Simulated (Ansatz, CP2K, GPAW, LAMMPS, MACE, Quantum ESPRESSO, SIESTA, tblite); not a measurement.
# From one method to another: forces in Cu22Zr78 (at. %) with crystalline order left by the classical run (65 atoms)

65 atoms (14 Cu, 51 Zr) placed at random at 6.15 g/cm³, melted at 2200 K for 10 ps at fixed volume with the Finnis-Sinclair Cu-Zr potential (Mendelev, file CuZr_mm.eam.fs of the LAMMPS distribution). Quenched from 2200 K to 300 K at 3 K/ps and zero pressure, held 5 ps, then minimised at fixed cell.

Two calculations on one geometry. First: Kohn-Sham DFT, PBE, PAW, plane waves (Ansatz 0.2.0; cutoff 420 eV, Γ point, fermi-dirac smearing of 0.05 eV; PAW set soft_2). Second: machine-learned interatomic potential MACE MP-0b3 medium, trained on PBE(+U) plane-wave data (MACE MP-0b3 medium).

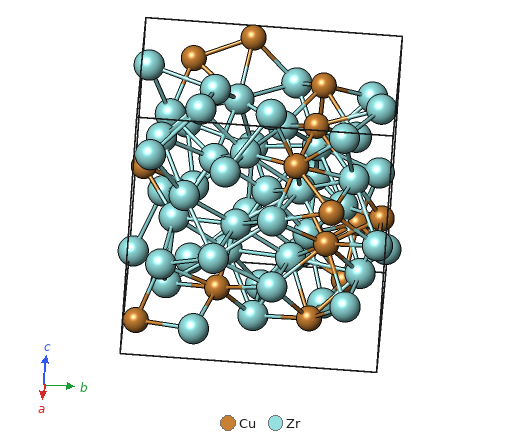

The structure (copper orange, zirconium light teal).

Cell vectors (Å):

```
11.101 0.000 0.000
0.000 11.101 0.000
0.000 0.000 11.101
```

Atom, position (Å) and force of the first calculation (eV/Å):

```
1 Cu 7.461 7.996 0.755 -0.229 0.066 -0.115
2 Cu 8.536 7.002 8.283 0.232 0.160 -0.052
3 Cu 6.681 10.817 5.348 0.087 -0.088 -0.062
4 Cu 7.415 3.946 1.870 0.228 0.194 0.250
5 Cu 0.931 9.739 2.614 -0.200 -0.222 -0.001
6 Cu 6.505 7.731 9.376 0.033 0.087 0.055
7 Cu 8.609 0.553 0.572 0.256 0.011 0.190
8 Cu 0.428 4.702 10.718 0.108 0.191 -0.025
9 Cu 10.245 8.669 6.944 0.060 0.156 0.216
10 Cu 4.160 0.396 5.915 0.260 0.286 -0.091
11 Cu 2.458 7.887 9.579 -0.111 0.130 -0.253
12 Cu 8.006 8.515 4.524 -0.001 -0.030 0.172
13 Cu 2.056 9.331 0.384 0.123 -0.062 0.232
14 Cu 0.578 2.192 9.618 0.167 -0.111 -0.209
15 Zr 4.427 4.232 2.430 -0.479 0.407 -0.245
16 Zr 6.648 10.485 10.436 -0.235 -0.352 -0.739
17 Zr 4.491 3.247 9.879 -0.141 0.627 -0.250
18 Zr 9.370 0.690 8.665 0.218 -0.053 0.016
19 Zr 5.930 1.086 8.068 -0.560 -0.625 -0.283
20 Zr 0.223 0.163 0.250 -0.256 0.005 0.157
21 Zr 0.056 7.805 4.350 0.048 0.014 -0.530
22 Zr 0.975 10.013 8.575 -0.485 -0.283 0.117
23 Zr 0.249 7.378 0.800 -0.144 -0.107 0.224
24 Zr 5.452 1.866 4.185 -0.348 -0.778 -0.147
25 Zr 2.100 7.797 6.594 0.403 0.136 0.107
26 Zr 8.906 6.309 2.710 -0.146 0.308 0.126
27 Zr 5.629 1.707 1.163 -0.142 -0.145 0.170
28 Zr 7.544 2.708 10.199 0.225 0.639 -0.359
29 Zr 7.961 2.258 6.284 0.262 -0.090 0.015
30 Zr 5.962 7.005 2.903 -0.651 -0.310 0.079
31 Zr 8.147 1.454 3.078 0.543 -0.082 -0.487
32 Zr 4.372 9.461 8.077 -0.010 0.521 0.112
33 Zr 6.406 10.048 2.585 -0.095 0.037 0.259
34 Zr 4.432 9.089 4.854 -0.121 -0.117 -0.152
35 Zr 9.860 3.967 8.328 0.016 0.178 0.109
36 Zr 1.583 10.534 5.312 0.408 -0.002 -0.031
37 Zr 2.567 1.367 7.773 0.045 -0.082 0.770
38 Zr 2.227 2.640 0.951 -0.295 0.214 -0.603
39 Zr 4.606 8.510 0.313 0.109 -0.123 -0.158
40 Zr 9.180 6.143 5.913 -0.726 -0.193 0.170
41 Zr 0.924 4.994 5.843 0.230 0.417 0.023
42 Zr 3.339 11.061 2.500 0.014 0.350 0.280
43 Zr 2.042 4.268 8.477 -0.028 0.170 0.281
44 Zr 0.157 6.700 8.629 -0.147 -0.437 0.313
45 Zr 2.899 5.767 0.228 -0.087 -0.038 0.163
46 Zr 0.166 1.258 3.133 -0.095 -0.115 -0.133
47 Zr 2.532 2.585 4.470 -0.002 -0.210 0.173
48 Zr 8.856 5.769 10.748 -0.165 -0.033 -0.516
49 Zr 9.560 10.741 5.270 -0.655 0.180 -0.084
50 Zr 3.515 0.318 10.380 0.109 -0.385 0.232
51 Zr 6.902 4.766 8.031 0.300 0.247 0.372
52 Zr 2.818 7.663 2.744 -0.457 -0.103 0.009
53 Zr 9.370 8.993 10.101 0.349 0.039 -0.011
54 Zr 7.640 9.513 7.480 0.150 -0.199 0.242
55 Zr 6.735 4.560 4.602 0.363 0.219 -0.047
56 Zr 9.716 3.714 4.185 0.167 0.142 0.038
57 Zr 6.202 7.223 6.237 0.347 -0.121 -0.274
58 Zr 4.544 3.411 6.668 0.095 0.468 0.321
59 Zr 9.389 9.528 2.228 0.287 -0.191 -0.080
60 Zr 3.713 5.771 4.975 0.322 0.060 -0.145
61 Zr 5.956 5.559 0.066 0.359 -0.062 -0.062
62 Zr 0.988 4.979 2.755 0.284 0.050 -0.302
63 Zr 9.996 3.069 0.947 0.182 -0.003 0.117
64 Zr 4.240 6.280 8.308 -0.072 -0.138 0.387
65 Zr 0.078 2.080 6.396 -0.304 -0.815 -0.050
```

Q: Give the forces of the second method.

Atom and force (eV/Å):

```
1 -0.143 0.004 0.034
2 0.077 -0.033 0.052
3 0.055 -0.105 -0.009
4 0.015 0.179 0.110
5 0.039 -0.070 0.038
6 -0.180 0.011 0.143
7 0.273 -0.088 0.111
8 0.092 0.224 -0.003
9 0.177 -0.121 0.093
10 0.028 -0.089 -0.057
11 -0.052 0.058 -0.044
12 -0.041 -0.033 0.005
13 -0.023 -0.081 0.100
14 0.030 -0.146 -0.076
15 -0.240 0.241 -0.012
16 0.139 -0.207 -0.272
17 -0.289 0.377 -0.110
18 0.129 -0.014 0.024
19 -0.281 -0.230 -0.275
20 0.036 0.094 -0.047
21 -0.105 0.020 -0.329
22 -0.291 0.099 0.037
23 -0.098 0.093 0.216
24 -0.012 -0.549 -0.011
25 0.118 0.133 -0.027
26 0.128 -0.138 -0.068
27 0.040 0.050 0.100
28 0.381 0.331 0.127
29 -0.032 0.006 0.045
30 -0.288 -0.100 0.214
31 0.037 -0.006 -0.190
32 -0.062 0.165 0.072
33 -0.093 0.223 0.131
34 0.136 0.307 -0.133
35 0.124 0.018 0.132
36 0.016 0.096 0.058
37 0.261 -0.141 0.266
38 -0.294 -0.170 -0.134
39 0.043 -0.105 -0.174
40 -0.415 0.185 0.042
41 -0.076 0.256 0.335
42 -0.140 0.055 0.093
43 -0.341 0.131 0.229
44 -0.062 -0.005 0.229
45 -0.119 0.052 -0.226
46 -0.031 0.058 -0.113
47 -0.152 -0.089 0.124
48 0.197 -0.055 -0.279
49 -0.020 -0.138 -0.250
50 -0.125 -0.373 -0.021
51 0.041 0.119 0.216
52 -0.313 -0.066 -0.165
53 0.346 0.062 0.013
54 -0.099 0.085 0.061
55 0.251 0.234 -0.206
56 0.018 -0.093 -0.248
57 0.230 -0.103 0.066
58 -0.032 0.162 0.016
59 0.002 -0.042 0.069
60 0.166 -0.122 -0.192
61 0.233 -0.033 0.001
62 0.384 -0.044 -0.434
63 -0.021 0.010 0.040
64 0.170 -0.042 0.417
65 0.056 -0.505 0.051
```

The two sets differ by 209 meV/Å r.m.s., 76 % of the r.m.s. force of the Ansatz run. Machine-learned potentials mimic data converged in k, so the reference's own k-point error enters their differences. The network of bonds at the start is that of the classical potential that made the cell, and needn't be the one that DFT or experiment would give. The electronic-structure runs sample only Γ, in a cell whose shortest periodic width is 11 Å, which is coarse for a cell with partly filled levels.

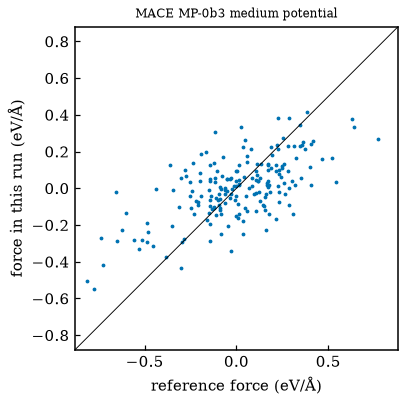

Force components against those of the reference; the line marks equality.

[Logs are printed without paths, hosts, clocks, repeated set-up lines and the standing remarks that a program may print on its own settings, such as how far it seeks lower states.]

[Hosts, paths, dates, database ids (printed as entryN), source tags and the programs' standing remarks are cut or masked in the printed files.]
